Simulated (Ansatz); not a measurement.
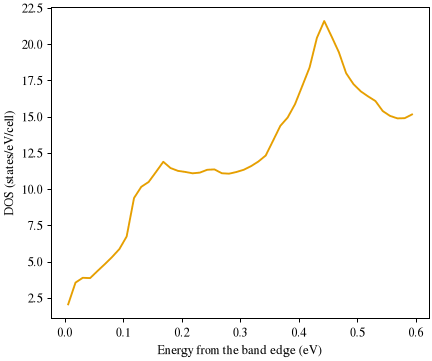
Figure: Density of states of V$_{2}$O$_{5}$ (Pmmn) below the valence band maximum, PBEsol, rigid bands run with Ansatz (a quantum-chemistry and plane-wave program); cell volume 177.8 Å³.

What effective density of states at 300 K does this give (∫ g(E) exp(−E/k_BT) dE, both spins, divided by the cell's size)?

4.8e20 cm⁻³, a density-of-states mass of 7.1 mₑ, valleys and band degeneracy included.

Spin-orbit coupling is left out; where it splits the top of the valence band, N_v and the p-type Seebeck coefficient come out somewhat high without it. Geometry: cell and atoms relaxed with PBEsol.

Formula and space group known from diffraction (Crystallography Open Database), not checked to be the room-temperature form: V2O5 (Pmmn). Treated as nonmagnetic, magnetic states not searched for: V2O5 (Pmmn).
